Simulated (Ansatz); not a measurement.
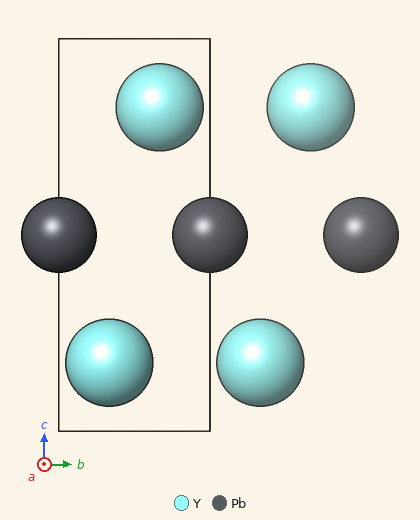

The picture looks along a close-packed row of the hexagonal mesh; c points upwards. Every atom sits on one of the three columns of the mesh; call them A, B, C in the order in which they first turn up. The sequence starts with the first layer at or above the cell's origin.

The compound is Y2Pb (space group P-3m1, No. 164), taken as coordinates from a relaxation with DFT PBE, scalar-relativistic, plane waves, PAW (Ansatz); the starting structure was generated, so it need not be a known form of this composition.

**Read off the stacking sequence over one period.**

Y(A) – Pb(B) – Y(C) (three layers in 8.15 Å).

**Taking all atoms as equal spheres, what packing is it?**

As equal spheres, ABC: cubic close packing.
